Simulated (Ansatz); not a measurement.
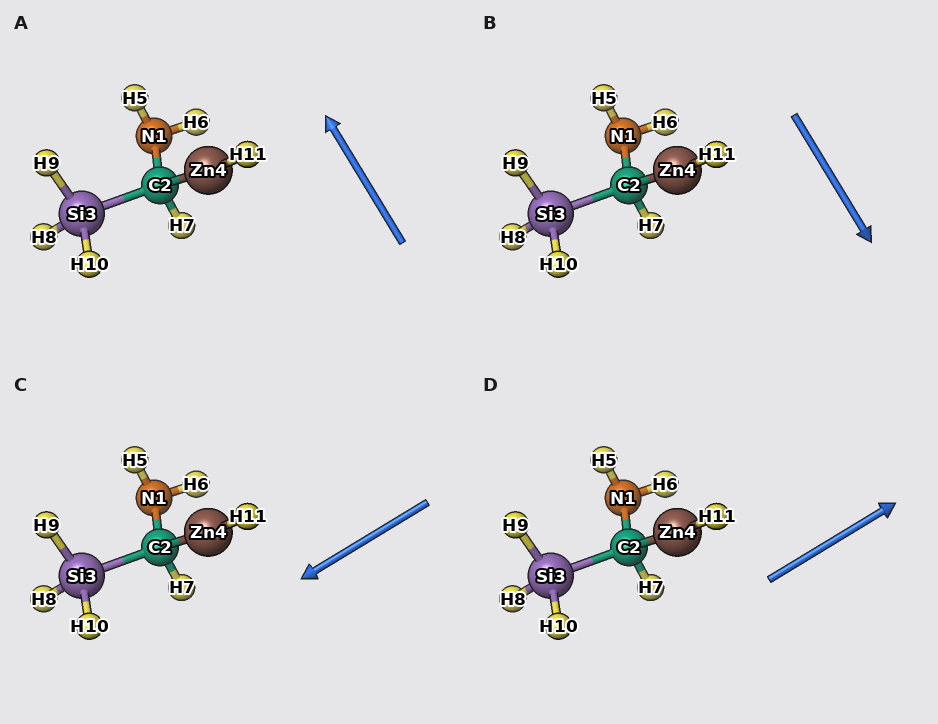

The same molecule four times, each with an arrow. Computed geometry: PBE-D4/def2-SVP optimisation. No frequency run is at hand to confirm it as a minimum. Properties computed with RKS PBE-D4/def2-SVP (Ansatz 0.2.0).

Question: Which arrow points along the dipole moment, from the negative to the positive end?

Answer: D. The dipole moment is 1.57 D; it points from the side of H8 to the side of H6, H11 (the outermost atoms at the two ends).
